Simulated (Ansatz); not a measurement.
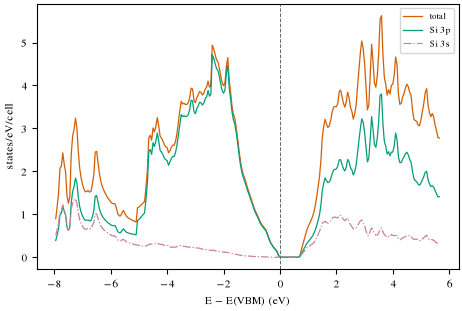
*Total and projected density of states of Si in space group R-3m (No. 166; Si on 6c, Si on 6c, Si on 6c), r²SCAN (plane waves, PAW; program Ansatz)*

Task: Which orbitals carry the states next to the gap?

Result: Top 1 eV of the valence band: Si 3p 96 %. Bottom 1 eV of the conduction band: Si 3p 54 %, Si 3s 30 %, outside the projected shells 16 %. Projections are on Löwdin-orthogonalised atomic valence shells; empty p or d shells of many metals are not among them.

Task: Where is the tallest occupied peak in this window, and what makes it?

Result: Near -2.4 eV, about 4.9 states/eV per cell; the largest projected share is Si 3p.

The start of the workflow was typed in or built on a structure type; neither database checked (COD, Materials Project) lists it. It is not the phase usual at ambient conditions (space group No. 227). Symmetry was held in the r²SCAN relaxation; its stability against distortions is not shown here.

Potentials: the later of the program's two PAW sets.
